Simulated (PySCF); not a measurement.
**C2H9N2PSi (SMILES P[SiH]1NCCN1): density, localisation and related maps**

| atom | x (Å) | y (Å) | z (Å) |
| --- | --- | --- | --- |
| P | 2.5102 | 0.6777 | -1.0496 |
| Si | 0.7947 | -0.4019 | -0.1681 |
| N | -0.3342 | -0.5547 | -1.4508 |
| C | -1.6753 | -0.4618 | -0.8420 |
| C | -1.6259 | 0.6285 | 0.2079 |
| N | -0.3539 | 0.3176 | 0.9627 |
| H | 3.1762 | -0.5837 | -1.4050 |
| H | 3.1565 | 0.7122 | 0.1386 |
| H | 1.2730 | -1.6750 | 0.4590 |
| H | -0.1604 | -0.2196 | -2.3962 |
| H | -2.4884 | -0.3402 | -1.5198 |
| H | -1.8048 | -1.4532 | -0.3068 |
| H | -1.6097 | 1.6346 | -0.2466 |
| H | -2.4556 | 0.4801 | 0.8977 |
| H | -0.2047 | 1.1016 | 1.5594 |

Geometry: GFN2-xTB, MD frame at 250 fs, 300 K.

Computed with PySCF, PBE0/pcSseg-1, SCF density, gas phase, non-relativistic.

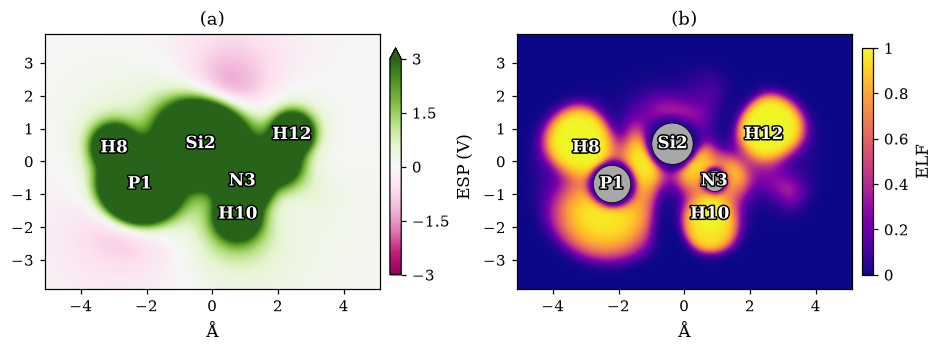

Figure 1. (a) molecular electrostatic potential; (b) ELF on the plane of atoms P1, Si2 and N3. Grey discs cover the atomic cores in the ELF map.

> What does the map show?

Atoms in the plane: P, Si, N and H. Si–N (1.72 Å): the ELF peaks at about 0.90 between the atoms (a polar covalent bond). Si–P (2.21 Å): the ELF peaks at about 0.95 between the atoms: localised, covalent bonding. N–H (1.02 Å): the ELF climbs to about 1 towards the hydrogen, as it does in any bond to H: an ordinary covalent bond to hydrogen. The ELF also peaks beside P1, away from the bonds: lone-pair regions. Outside the dense part of the molecule the potential is most negative (−1.3 V) near N6, which lies off the plane.

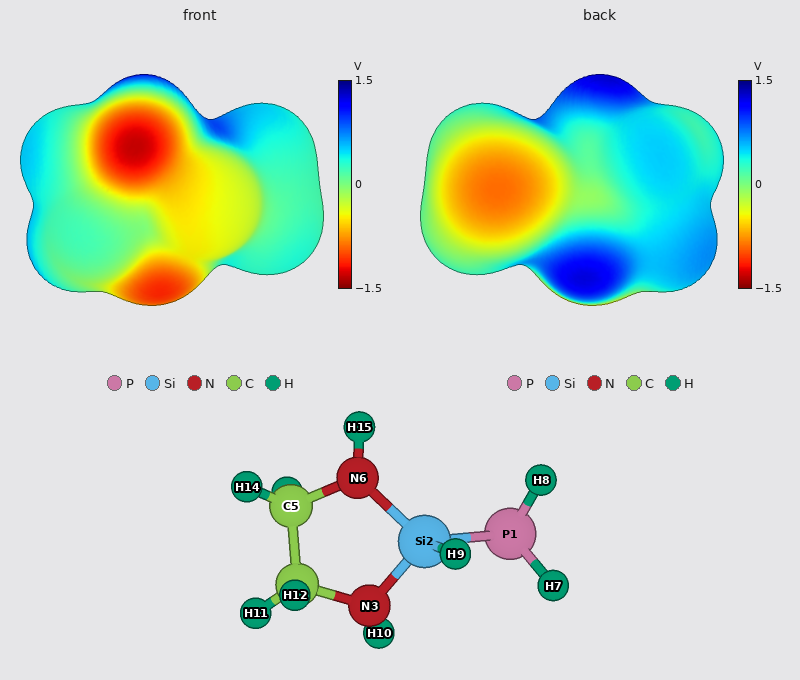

Figure 2. The electrostatic potential painted on the density surface at 0.001 e/bohr³, seen from the front and from behind; red is negative and blue positive. The bare structure is drawn below in the same view.

> Which sites attract a positive test charge, and which a negative one?

A positive charge is drawn to the negative regions and a negative charge to the positive ones. The most negative region (about −1.3 V) lies over N6, the most positive (about +1.2 V) over H10 and H15. N6 is the likeliest acceptor of a hydrogen bond.
